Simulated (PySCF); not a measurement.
```yaml
atoms:
  - { symbol: Si, position_ang: [2.9961, -0.2364, 0.2014] }
  - { symbol: O, position_ang: [1.5887, 0.1396, 0.9904] }
  - { symbol: B, position_ang: [0.2546, 0.1124, 0.6701] }
  - { symbol: N, position_ang: [-0.3327, -0.1790, -0.5996] }
  - { symbol: C, position_ang: [-1.7684, -0.2900, -0.4361] }
  - { symbol: C, position_ang: [-2.0458, 0.4941, 0.8580] }
  - { symbol: N, position_ang: [-0.7988, 0.3922, 1.5862] }
  - { symbol: H, position_ang: [2.7535, -0.4430, -1.2619] }
  - { symbol: H, position_ang: [3.9656, 0.8815, 0.3806] }
  - { symbol: H, position_ang: [3.5760, -1.4866, 0.7737] }
  - { symbol: H, position_ang: [0.1059, -0.6672, -1.3667] }
  - { symbol: H, position_ang: [-2.0892, -1.3444, -0.3146] }
  - { symbol: H, position_ang: [-2.3336, 0.1265, -1.2868] }
  - { symbol: H, position_ang: [-2.9045, 0.0705, 1.4058] }
  - { symbol: H, position_ang: [-2.2997, 1.5461, 0.6157] }
  - { symbol: H, position_ang: [-0.6971, 0.8817, 2.4628] }
```

Geometry: PBE0-D3(BJ)/def2-SVP.

Level of theory: PySCF, PBE0/pcSseg-1, SCF density, gas phase, non-relativistic.

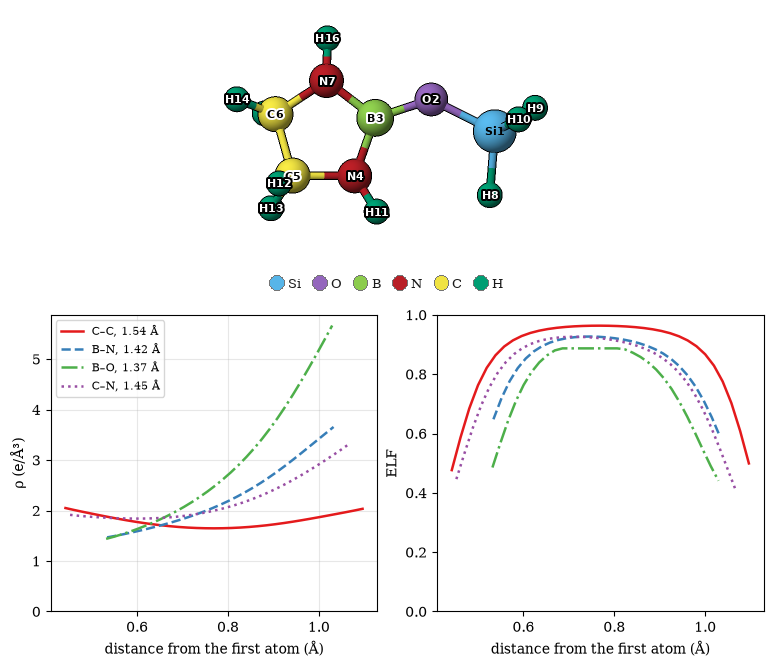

C2H9BN2OSi (SMILES [SiH3]OB1NCCN1). Electron density and ELF along straight lines between neighbouring atoms. The curves leave out the atomic cores. The structure is drawn too.

What can be read from the curves?

Answer. C–C (1.54 Å): ρ at the midpoint is about 1.6 e/Å³; the ELF peaks at about 0.95 between the atoms, as expected for localised, covalent bonding.
B–N (1.42 Å): ρ is about 1.9 e/Å³ halfway; the ELF peaks at about 0.95 between the atoms (a polar covalent bond).
B–O (1.37 Å): ρ at the midpoint is about 2 e/Å³; the ELF peaks at about 0.90 between the atoms; a short, strongly polar bond.
C–N (1.45 Å): ρ is about 1.9 e/Å³ halfway; the ELF peaks at about 0.95 between the atoms (localised, covalent bonding).
